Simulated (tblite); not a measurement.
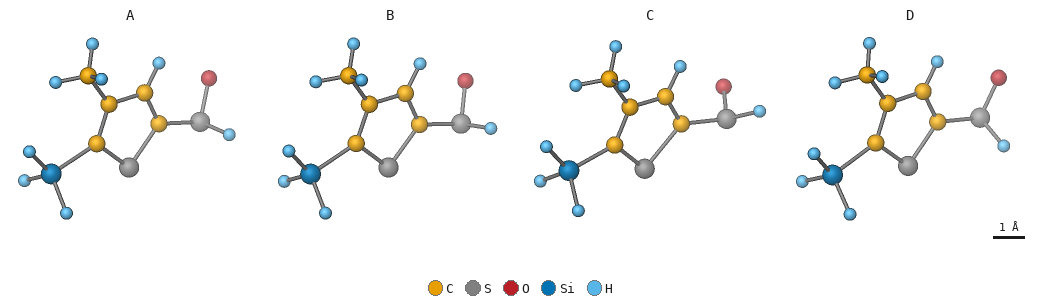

4 geometries from one relaxation of C$_{5}$H$_{8}$OS$_{2}$Si, in shuffled order. Style: ball-and-stick. Shown at a tilt.

Computed with tblite 0.8.0, GFN2-xTB geometry optimisation, gas phase. 

> Order the frames from highest to lowest energy.

C, B, A, D. They are steps 0, 62, 72, 114, at +1.303 eV, +0.037 eV, +0.022 eV relative to the last. An H atom moves most after the best rigid fit: 1.29 Å. By element the largest moves are H 1.29 Å, O 1.24 Å, S 0.32 Å, C 0.22 Å, Si 0.19 Å. Near-neighbour distances that change, for instance: C–S 1.888 → 1.728 Å, C–S 1.682 → 1.742 Å, C–Si 1.823 → 1.879 Å, C–C 1.364 → 1.417 Å. Bond angles that change, for instance: C–S–H 108.3° → 91.0°, C–C–S 103.5° → 111.8°, C–S–O 113.6° → 105.6°. Groups turn about C–S by about 65°. Over 114 geometry steps the energy falls by 1.303 eV.
